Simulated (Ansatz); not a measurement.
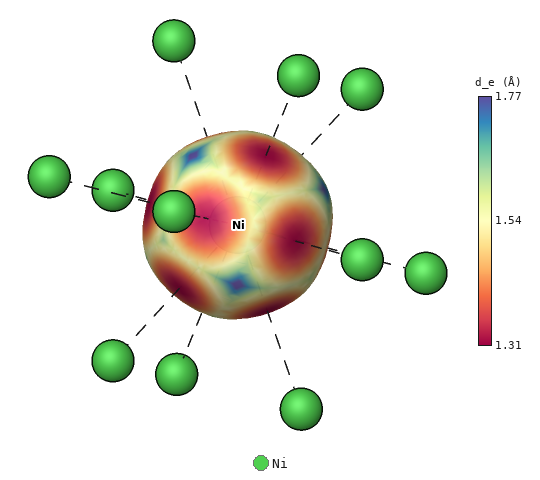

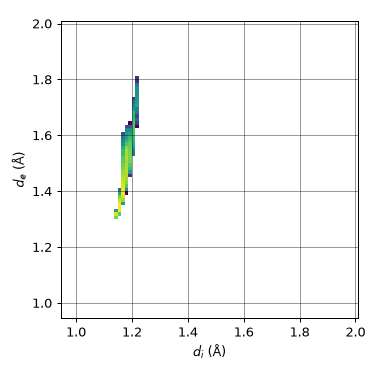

Hirshfeld surface computed for one Ni atom in Ni in space group Fm-3m, coloured by d_e. Dashed lines lead to the closest neighbours outside. The second picture is its fingerprint plot, coloured by area on a logarithmic scale (dark little, yellow much).

The surface is where the fragment's share of the procrystal density (the sum of the densities of spherically averaged neutral Hartree-Fock atoms) equals one half. d_i and d_e are the distances from the surface to the nearest nucleus inside and outside.

Origin of the cell: the end point of a relaxation with DFT, m-r2SCAN, plane waves (500 eV) with PAW, scalar-relativistic (Ansatz 0.2.0).

```cif
data_structure
_symmetry_space_group_name_H-M 'Fm-3m'
_symmetry_Int_Tables_number 225
_cell_length_a 3.4718
_cell_length_b 3.4718
_cell_length_c 3.4718
_cell_angle_alpha 90.000
_cell_angle_beta 90.000
_cell_angle_gamma 90.000
_cell_volume 41.85
loop_
_atom_site_label
_atom_site_type_symbol
_atom_site_symmetry_multiplicity
_atom_site_Wyckoff_symbol
_atom_site_fract_x
_atom_site_fract_y
_atom_site_fract_z
_atom_site_occupancy
Ni1 Ni 4 a 0.00000 0.00000 0.00000 1
```

**What is the shortest distance from the fragment to an atom outside it?**

Ni–Ni, 2.45 Å.

**How is the surface shared among contacts (nearest atom inside ··· nearest atom outside)?**

Ni···Ni 100 %. The surface faces 12 neighbours with more than 2 % of its area each: 12 Ni.

**Give the size and shape of the surface.**

It encloses about 6.8 Å³, has an area of about 17 Å² and a globularity of 0.99 (1 for a sphere).

**Where does the fingerprint reach closest to the origin?**

The smallest d_i + d_e is about 2.5 Å, which belongs to the shortest contact, Ni···Ni at 2.45 Å; d_e runs from 1.31 to 1.77 Å.
